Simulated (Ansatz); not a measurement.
**HfNH5O2F2: nudged elastic band (part 2 of 2)**

The same run, continued: HfNH5O2F2; RKS PBE0-D4/def2-SVP (Ansatz 0.2.0). It belongs to a series of runs on one base structure; here: band between the two ends.

Geometry of the input (Å):
```
Hf 0.0453  -0.0978  0.1879
N  -0.0901  0.1198  2.2367
H  -0.8272  0.6774  2.6637
H  0.6656  0.0425  2.9152
F  1.7321  0.3987  -0.6022
O  -1.2160  1.2391  -0.3674
H  -1.8587  1.8301  -0.7518
F  -0.7824  -1.7011  -0.5647
O  1.2606  -1.9604  1.0690
H  0.9843  -2.7153  0.5310
H  0.7968  -2.0685  1.9125
```

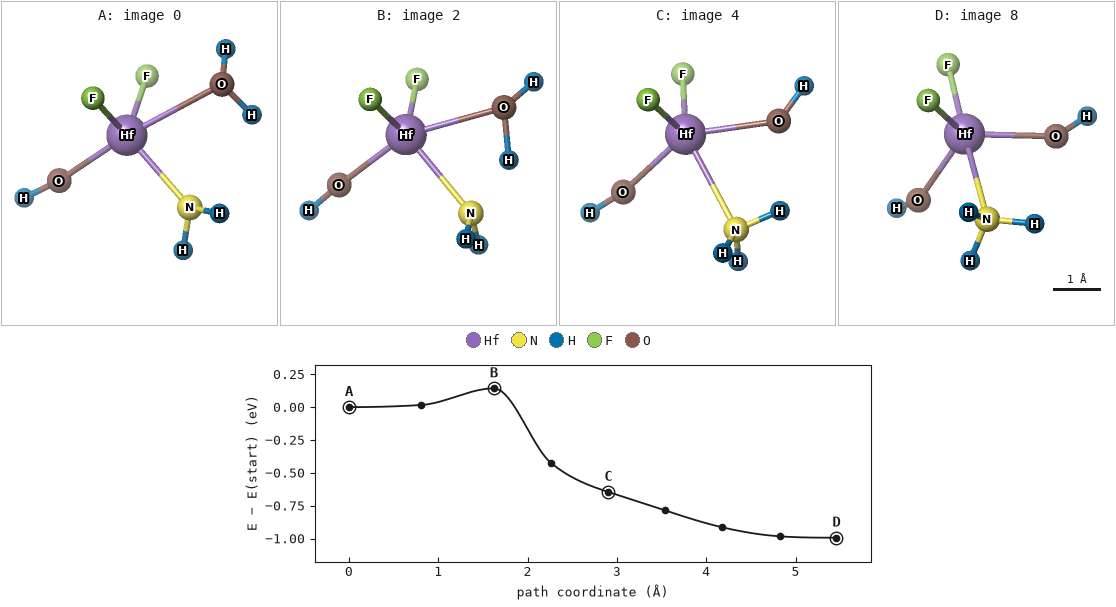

**Figure 1.** Images of the last band (counted from 0; ball-and-stick, seen at a tilt) above the energy along the path; the line is a cubic interpolation that uses the forces. The highest image is number 2, 0.143 eV above the start and 1.136 eV above the end (the climbing image); the end lies 0.993 eV below the start. The path is 5.46 Å long. The band converged in 22 iterations.

```
Total energy: -12393.91538385 eV, -455.4679894590 hartree
Atom 0 at     0.137114    -0.230807     0.013158 Å, force    -0.005506    -0.005782    -0.001826 eV/Å
Atom 1 at     0.046037    -0.141883     2.216815 Å, force     0.000837    -0.000122     0.001134 eV/Å
Atom 2 at    -0.868313    -0.106508     2.666753 Å, force    -0.000195    -0.001194    -0.000161 eV/Å
Atom 3 at     0.633051     0.533261     2.707745 Å, force    -0.002072     0.000986     0.000987 eV/Å
Atom 4 at     1.785003     0.407164    -0.732697 Å, force     0.001821    -0.000445    -0.001066 eV/Å
Atom 5 at    -1.071340     1.233072    -0.289695 Å, force     0.001667     0.002149     0.002974 eV/Å
Atom 6 at    -1.757156     1.885896    -0.407364 Å, force     0.000615     0.000060    -0.002112 eV/Å
Atom 7 at    -0.814892    -1.585307    -0.977124 Å, force     0.000271     0.002881     0.002727 eV/Å
Atom 8 at     1.068316    -1.951485     1.074119 Å, force    -0.001017    -0.001299     0.003055 eV/Å
Atom 9 at     0.909252    -2.897699     1.009061 Å, force     0.003122     0.000745    -0.001081 eV/Å
Atom 10 at     0.643327    -1.381304     1.949129 Å, force     0.000458     0.002021    -0.004631 eV/Å
Dipole moment:    -0.392793     0.057456     0.730985 e Å
this run last wrote the band of iteration 22 to [file]; this run last wrote the band within `neb.f_tol` of iteration 18 to [file]
```

The last band as extended XYZ (Å, eV, eV/Å):
```
11
Properties=species:S:1:pos:R:3:forces:R:3 image=0 energy=-12394.05786
Hf    0.0453   -0.0978    0.1879   -0.0082   0.0108  -0.0048
N    -0.0901    0.1198    2.2367    0.0015   0.0040   0.0174
H    -0.8272    0.6774    2.6637    0.0175  -0.0109  -0.0047
H     0.6656    0.0425    2.9152   -0.0225   0.0042  -0.0165
F     1.7321    0.3987   -0.6022    0.0004  -0.0041  -0.0031
O    -1.2160    1.2391   -0.3674    0.0040  -0.0019   0.0073
H    -1.8587    1.8301   -0.7518   -0.0008  -0.0004  -0.0025
F    -0.7824   -1.7011   -0.5647    0.0069   0.0027   0.0049
O     1.2606   -1.9604    1.0690    0.0160   0.0208  -0.0002
H     0.9843   -2.7153    0.5310   -0.0063  -0.0234  -0.0208
H     0.7968   -2.0685    1.9125   -0.0086  -0.0019   0.0231
11
Properties=species:S:1:pos:R:3:forces:R:3 image=1 energy=-12394.04146
Hf    0.0657   -0.1375    0.1295   -0.0098   0.0017   0.0114
N    -0.0404   -0.0263    2.2199   -0.0032   0.0083  -0.0002
H    -0.9218    0.1774    2.6880   -0.0064   0.0163   0.0005
H     0.6954    0.3970    2.7854   -0.0004  -0.0094   0.0052
F     1.7493    0.4131   -0.6198    0.0007   0.0014   0.0077
O    -1.1431    1.2612   -0.3854   -0.0007   0.0078  -0.0064
H    -1.7760    1.9209   -0.6569   -0.0023  -0.0001  -0.0167
F    -0.8781   -1.6600   -0.6203   -0.0022  -0.0018   0.0237
O     1.2505   -1.9882    1.0369    0.0124  -0.0032  -0.0020
H     0.8904   -2.8408    0.7620    0.0006   0.0037  -0.0160
H     0.8185   -1.7524    1.8907    0.0113  -0.0247  -0.0072
11
Properties=species:S:1:pos:R:3:forces:R:3 image=2 energy=-12393.91532
Hf    0.1371   -0.2308    0.0132   -0.0055  -0.0058  -0.0018
N     0.0460   -0.1419    2.2168    0.0008  -0.0001   0.0011
H    -0.8683   -0.1065    2.6668   -0.0002  -0.0012  -0.0002
H     0.6331    0.5333    2.7077   -0.0021   0.0010   0.0010
F     1.7850    0.4072   -0.7327    0.0018  -0.0004  -0.0011
O    -1.0713    1.2331   -0.2897    0.0017   0.0021   0.0030
H    -1.7572    1.8859   -0.4074    0.0006   0.0001  -0.0021
F    -0.8149   -1.5853   -0.9771    0.0003   0.0029   0.0027
O     1.0683   -1.9515    1.0741   -0.0010  -0.0013   0.0031
H     0.9093   -2.8977    1.0091    0.0031   0.0007  -0.0011
H     0.6433   -1.3813    1.9491    0.0005   0.0020  -0.0046
11
Properties=species:S:1:pos:R:3:forces:R:3 image=3 energy=-12394.48320
Hf    0.1838   -0.3656   -0.0479    0.0412  -0.1514  -0.0556
N     0.0726   -0.1152    2.2667    0.0303   0.0251   0.0500
H    -0.8517   -0.1022    2.6942    0.0127   0.0037   0.0245
H     0.6516    0.5770    2.7378    0.0101   0.0503   0.0318
F     1.7983    0.3684   -0.7860    0.0083  -0.0319  -0.0575
O    -1.0392    1.1467   -0.2051    0.0384  -0.0849   0.0931
H    -1.7002    1.8232   -0.3399    0.0367  -0.0845   0.0580
F    -0.8168   -1.5688   -1.1666    0.0004   0.0181  -0.1964
O     0.9482   -1.9909    0.9568   -0.1140  -0.0309  -0.1224
H     0.9591   -2.9385    0.8178    0.0699  -0.0322  -0.1887
H     0.5046   -1.0696    2.3021   -0.1340   0.3187   0.3632
11
Properties=species:S:1:pos:R:3:forces:R:3 image=4 energy=-12394.70350
Hf    0.1980   -0.4227   -0.0664    0.0175  -0.0349   0.0135
N     0.1459   -0.0597    2.2940    0.0172   0.0376   0.0136
H    -0.8017    0.0154    2.6631    0.0230   0.0512  -0.0062
H     0.6964    0.6862    2.7164    0.0068   0.0547   0.0009
F     1.8381    0.3363   -0.7235    0.0108  -0.0164   0.0247
O    -1.0901    1.0460   -0.0603   -0.0297  -0.0474   0.0369
H    -1.7677    1.6919   -0.2464   -0.0169  -0.0571   0.0370
F    -0.6468   -1.4748   -1.4427    0.0613   0.0275  -0.0959
O     0.7466   -2.0932    0.9297   -0.0718  -0.0565  -0.0163
H     0.8606   -2.9891    0.6060   -0.0273  -0.0205  -0.0839
H     0.5310   -0.9720    2.5598    0.0091   0.0619   0.0756
11
Properties=species:S:1:pos:R:3:forces:R:3 image=5 energy=-12394.84442
Hf    0.2216   -0.4382   -0.0571    0.0471  -0.0075   0.0116
N     0.2316   -0.0157    2.3110    0.0342   0.0232   0.0073
H    -0.7399    0.1048    2.5992    0.0333   0.0372   0.0006
H     0.7604    0.7549    2.7172    0.0242   0.0295  -0.0208
F     1.8924    0.3832   -0.5511   -0.0016   0.0083   0.0505
O    -1.2006    0.9098    0.1063   -0.0593  -0.0485   0.0549
H    -1.8177    1.4866   -0.3432   -0.0203  -0.0785  -0.0171
F    -0.4227   -1.3238   -1.6452    0.0686   0.0438  -0.0781
O     0.5525   -2.1657    0.9011   -0.0744  -0.0183  -0.0181
H     0.6621   -3.0312    0.4993   -0.0743  -0.0195  -0.0348
H     0.5706   -0.9004    2.6926    0.0224   0.0304   0.0441
11
Properties=species:S:1:pos:R:3:forces:R:3 image=6 energy=-12394.97277
Hf    0.2364   -0.4370   -0.0491    0.0151  -0.0224   0.0130
N     0.3014    0.0061    2.3240    0.0247   0.0127  -0.0028
H    -0.6660    0.1752    2.6020    0.0248   0.0254   0.0078
H     0.8573    0.7796    2.6863    0.0249   0.0193  -0.0115
F     1.9315    0.4516   -0.3072    0.0007   0.0126   0.0513
O    -1.2986    0.7786    0.1699   -0.0298  -0.0358   0.0131
H    -1.8907    1.2779   -0.3949   -0.0251  -0.0565  -0.0068
F    -0.1682   -1.1164   -1.8107    0.0541   0.0424  -0.0379
O     0.3662   -2.2144    0.8265   -0.0500  -0.0085  -0.0202
H     0.4320   -3.0784    0.4127   -0.0577  -0.0133  -0.0157
H     0.6092   -0.8585    2.7704    0.0183   0.0242   0.0096
11
Properties=species:S:1:pos:R:3:forces:R:3 image=7 energy=-12395.04093
Hf    0.2576   -0.4433   -0.0413   -0.0454  -0.0165   0.0092
N     0.3416    0.0303    2.3321    0.0063   0.0164  -0.0091
H    -0.6102    0.2262    2.6436    0.0128  -0.0003  -0.0010
H     0.9178    0.8280    2.5993    0.0147   0.0003  -0.0045
F     1.9699    0.4636   -0.0507    0.0242   0.0142   0.0247
O    -1.3448    0.6797    0.1655    0.0007  -0.0168  -0.0055
H    -2.0025    1.0678   -0.4137   -0.0141  -0.0243  -0.0057
F     0.0818   -0.8606   -1.9186    0.0227   0.0175  -0.0124
O     0.2257   -2.2669    0.6871   -0.0033   0.0056   0.0136
H     0.1986   -3.1744    0.3823   -0.0299   0.0007  -0.0190
H     0.6749   -0.7860    2.8443    0.0112   0.0034   0.0098
11
Properties=species:S:1:pos:R:3:forces:R:3 image=8 energy=-12395.05129
Hf    0.2681   -0.4162   -0.0342    0.0055  -0.0029   0.0234
N     0.3642    0.0485    2.3457   -0.0011  -0.0029  -0.0104
H    -0.4865    0.5163    2.6580   -0.0010   0.0005  -0.0018
H     1.1562    0.6373    2.6027    0.0017   0.0018   0.0026
F     1.9440    0.5656    0.0552   -0.0064  -0.0032   0.0020
O    -1.3985    0.6019    0.1092   -0.0266   0.0091  -0.0152
H    -2.1713    0.8464   -0.4018    0.0280  -0.0074   0.0171
F     0.2433   -0.8212   -1.9218   -0.0020  -0.0010  -0.0128
O     0.2314   -2.2539    0.6609    0.0000   0.0036  -0.0065
H     0.1143   -3.1320    0.2948    0.0019   0.0012   0.0043
H     0.4450   -0.8282    2.8611    0.0000   0.0010  -0.0026
```

Summary:

- outcome: converged
- barrier, forward: 0.142 eV
- barrier, backward: 1.136 eV
- wall time: 6.4 min (CPU time 24 min)
- peak memory: 0.36 GiB

Remarks:

The order of the saddle point was not checked.
